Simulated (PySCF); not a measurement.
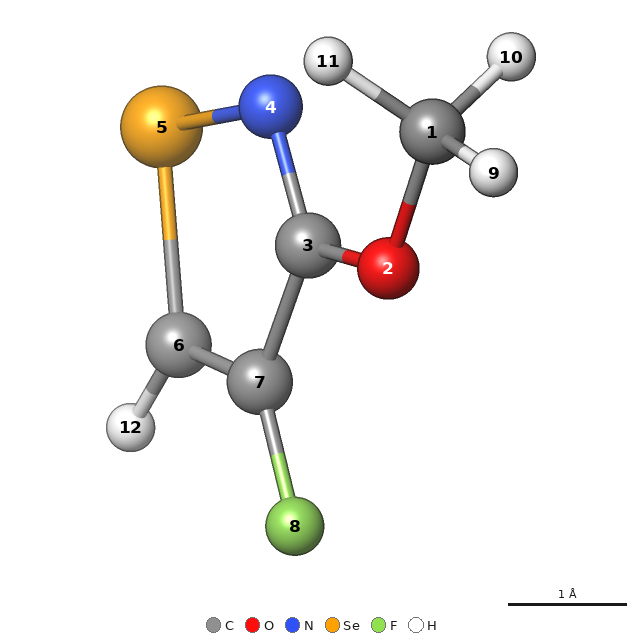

The atoms are numbered. Computed geometry: PBE0-D3(BJ)/def2-SVP optimisation. No frequency run is at hand to confirm it as a minimum.

Give the bond lengths.

| bond | length (Å) | order |
| --- | --- | --- |
| C1–O2 | 1.412 | single |
| C1–H9 | 1.096 | single |
| C1–H10 | 1.101 | single |
| C1–H11 | 1.101 | single |
| O2–C3 | 1.329 | single |
| C3–N4 | 1.299 | aromatic |
| C3–C7 | 1.447 | aromatic |
| N4–Se5 | 1.813 | aromatic |
| Se5–C6 | 1.856 | aromatic |
| C6–C7 | 1.356 | aromatic |
| C6–H12 | 1.089 | single |
| C7–F8 | 1.322 | single |
